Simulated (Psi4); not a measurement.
# One shape, several levels: SOF2 (thionyl fluoride)

Aim: a comparison of 3 runs (HF/STO-3G, HF/3-21G, HF/def2-SVP) of SOF2 (thionyl fluoride). 

Program for the calculation: Psi4 1.11.

7 further runs of the same task are left out: 6 that didn't finish, 1 set aside as unsound or not needed.

### 1 The structure to begin with

SOF2: 4 atoms, total charge 0, spin state singlet. As SMILES, `O=S(F)F`. The coordinates come from a PBE0-D4/def2-TZVP relaxation.

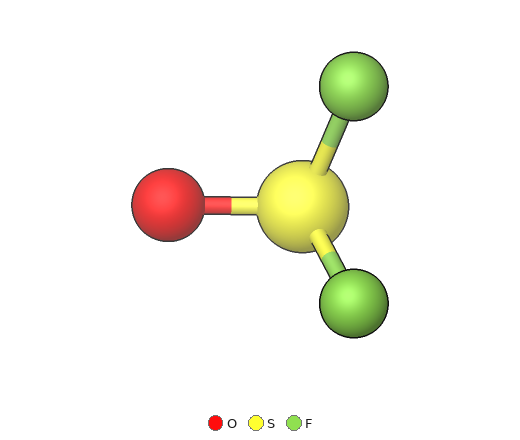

Viewed from a chosen angle; oxygen red, sulfur yellow, fluorine green.

### 2 Energy and gradient at HF/STO-3G (run 1)

File input.in:

```
memory 1600 MB

molecule molecule1 {
  0 1
  O      0.932400     0.066600    -1.017800
  S     -0.151300    -0.426200    -0.245700
  F     -1.124400     0.804200     0.000400
  F      0.343300    -0.444600     1.263100
  units angstrom
  symmetry c1
  no_reorient
  no_com
}

set basis STO-3G
set puream true
set e_convergence 1e-09
set d_convergence 1e-08
set scf_type pk

result, w = gradient('hf', return_wfn=True)
oeprop(w, 'MAYER_INDICES', 'WIBERG_LOWDIN_INDICES', 'MULLIKEN_CHARGES', title='HF')
```

Run with:

```console
$ psi4 -i input.in -o input.out -n 1
```

input.out:

```text
[...]
  Running in c1 symmetry.
[...]
  Nuclear repulsion =  193.929517133174812
[...]
  Multiplicity = 1
[...]
  Nalpha       = 21
  Nbeta        = 21
[...]
    Number of basis functions: 24
[...]
   @RHF iter   1:  -662.63556346649079   -8.23352e-01   2.00667e-02 ADIIS/DIIS
[...]
   @RHF iter  12:  -662.83980334623800   -1.13687e-13   3.00498e-09 DIIS
[...]
  @RHF Final Energy:  -662.83980334623800
   => Energetics <=
    Nuclear Repulsion Energy =            193.9295171331748122
    One-Electron Energy =               -1310.3774782843734101
    Two-Electron Energy =                 453.6081578049604559
    Total Energy =                       -662.8398033462381136
[...]
 Multipole Moments:
 ------------------------------------------------------------------------------------
     Multipole            Electronic (a.u.)      Nuclear  (a.u.)        Total (a.u.)
 ------------------------------------------------------------------------------------
 L = 1.  Multiply by 2.5417464519 to convert [e a0] to [Debye]
 Dipole X            :          3.0749531           -3.7633896           -0.6884365
 Dipole Y            :          5.1744222           -5.7636647           -0.5892425
 Dipole Z            :          1.5440427           -1.3267767            0.2172659
 Magnitude           :                                                    0.9318562
[...]
  -Total Gradient:
     Atom            X                  Y                   Z
    ------   -----------------  -----------------  -----------------
       1       -0.170529930926    -0.083727547494     0.115398085574
       2        0.156142630966     0.148116703930    -0.035023854849
       3        0.037031343723    -0.057590306722    -0.014519613472
       4       -0.022644043764    -0.006798849720    -0.065854617255
[...]
```

Wall time 1.3 s (1 thread of Intel Xeon 6975P-C (Granite Rapids), shared host); peak memory 0.18 GiB.

### 3 Energy and forces at HF/3-21G (run 2)

File f2os.in:

```
memory 1600 MB

molecule molecule1 {
  O      0.932400     0.066600    -1.017800
  S     -0.151300    -0.426200    -0.245700
  F     -1.124400     0.804200     0.000400
  F      0.343300    -0.444600     1.263100
  units angstrom
  symmetry c1
  no_reorient
  no_com
}

set puream true
set e_convergence 1e-09
set d_convergence 1e-08
set scf_type pk

result, w = gradient('scf/3-21G', return_wfn=True)
oeprop(w, 'QUADRUPOLE', 'MAYER_INDICES', 'MULLIKEN_CHARGES', title='SCF')
```

Run with:

```console
$ psi4 -n 1 f2os.in f2os.out
```

f2os.out:

```text
[...]
  Running in c1 symmetry.
[...]
  Nuclear repulsion =  193.929517133174812
[...]
  Multiplicity = 1
[...]
  Nalpha       = 21
  Nbeta        = 21
[...]
    Number of basis functions: 40
[...]
   @RHF iter   1:  -667.48710542132653   -2.83090e-02   1.35803e-02 ADIIS/DIIS
[...]
   @RHF iter  12:  -667.63299169586958   -2.50111e-12   6.48438e-09 DIIS
[...]
  @RHF Final Energy:  -667.63299169586958
   => Energetics <=
    Nuclear Repulsion Energy =            193.9295171331748122
    One-Electron Energy =               -1310.8493678740794621
    Two-Electron Energy =                 449.2868590450350439
    Total Energy =                       -667.6329916958695776
[...]
  -Total Gradient:
     Atom            X                  Y                   Z
    ------   -----------------  -----------------  -----------------
       1       -0.121054348628    -0.056169287619     0.085154365803
       2        0.109173359217     0.091290911165    -0.036636977486
       3        0.023505234019    -0.032514113539    -0.009148304627
       4       -0.011624244608    -0.002607510004    -0.039369083690
[...]
  Mulliken Charges: (a.u.)
   Center  Symbol    Alpha    Beta     Spin     Total
       1     O     4.38906  4.38906  0.00000 -0.77812
       2     S     7.14409  7.14409  0.00000  1.71182
       3     F     4.73342  4.73342  0.00000 -0.46685
       4     F     4.73343  4.73343  0.00000 -0.46685
   Total alpha = 21.00000, Total beta = 21.00000, Total charge =  0.00000
  Mayer Bond Indices:
[...]
```

Run time: 1.3 s. Hardware: 1 thread of Intel Xeon 6975P-C (Granite Rapids), shared host; peak memory 0.18 GiB.

### 4 Energy and forces at HF/def2-SVP (run 3)

File job.py:

```python
import psi4

psi4.set_memory(1600000000)
psi4.set_num_threads(1)
psi4.set_output_file('run.log', False)

m = psi4.geometry("""
0 1
O
S 1 1.418942
F 2 1.587883 1 106.45498
F 2 1.587906 1 106.44924 3 -98.30188
symmetry c1
no_reorient
no_com
""")

options = {'basis': 'def2-SVP', 'reference': 'rhf', 'puream': True, 'e_convergence': 1e-09, 'd_convergence': 1e-08, 'scf_type': 'pk'}
psi4.set_options(options)

result = psi4.gradient("hf", molecule=m)
print('gradient / Eh bohr^-1')
print(result.np.round(6))
```

Run with:

```console
$ python job.py
```

run.log:

```text
[...]
  Running in c1 symmetry.
[...]
  Nuclear repulsion =  193.929513181049799
[...]
  Multiplicity = 1
[...]
  Nalpha       = 21
  Nbeta        = 21
[...]
    Number of basis functions: 60
[...]
   @RHF iter   1:  -670.68686157095954   -4.42465e-02   1.01009e-02 DIIS/ADIIS
[...]
   @RHF iter  12:  -670.83525427407915   -4.77485e-12   6.80408e-09 DIIS
[...]
  @RHF Final Energy:  -670.83525427407915
   => Energetics <=
    Nuclear Repulsion Energy =            193.9295131810497992
    One-Electron Energy =               -1314.6875101810367141
    Two-Electron Energy =                 449.9227427259077672
    Total Energy =                       -670.8352542740792614
[...]
 Multipole Moments:
 ------------------------------------------------------------------------------------
     Multipole            Electronic (a.u.)      Nuclear  (a.u.)        Total (a.u.)
 ------------------------------------------------------------------------------------
 L = 1.  Multiply by 2.5417464519 to convert [e a0] to [Debye]
 Dipole X            :         -0.3270853            0.8036247            0.4765394
 Dipole Y            :         -0.2828918            0.6948361            0.4119443
 Dipole Z            :          1.6489740           -0.9763481            0.6726259
 Magnitude           :                                                    0.9215278
[...]
  -Total Gradient:
     Atom            X                  Y                   Z
    ------   -----------------  -----------------  -----------------
       1        0.000354817488     0.000319432372    -0.019856147065
       2        0.008104828993     0.006980664179     0.014131262499
       3        0.001837198910    -0.010659162452     0.002866803432
       4       -0.010296845394     0.003359065904     0.002858081134
[...]
```

The script printed:

```text
gradient / Eh bohr^-1
[[ 0.000355  0.000319 -0.019856]
 [ 0.008105  0.006981  0.014131]
 [ 0.001837 -0.010659  0.002867]
 [-0.010297  0.003359  0.002858]]
```

Run time: 1.7 s. Hardware: 1 thread of Intel Xeon 6975P-C (Granite Rapids), shared host; peak memory 0.2 GiB.

### 5 The series

```tsv
run	level	energy (Eh)	dipole moment (D)	HOMO energy (eV)	LUMO energy (eV)	wall time
1	HF/STO-3G	-662.839803	2.37	-7.81	9.02	1.3 s
2	HF/3-21G	-667.632992	2.92	-13.05	3.30	1.3 s
3	HF/def2-SVP	-670.835254	2.34	-13.58	3.23	1.7 s
```

### 6 Results

| quantity | value |
| --- | --- |
| run 3: total energy | -670.83525 Eh |
| run 3: dipole moment | 2.34 D |
| run 3: HOMO energy | -13.58 eV |
| run 3: LUMO energy | 3.23 eV |
| run 3: HOMO–LUMO gap | 16.81 eV |
| run 3: largest force on an atom | 1.021 eV/Å |

In words: The dipole moment (its size) runs from 2.34 D (HF/def2-SVP) to 2.92 D (HF/3-21G). The HOMO–LUMO gap runs from 16.35 eV (HF/3-21G) to 16.83 eV (HF/STO-3G). In run 1 the basis is minimal, so the values are rough. All runs together took 4.2 s, the longest 1.7 s.
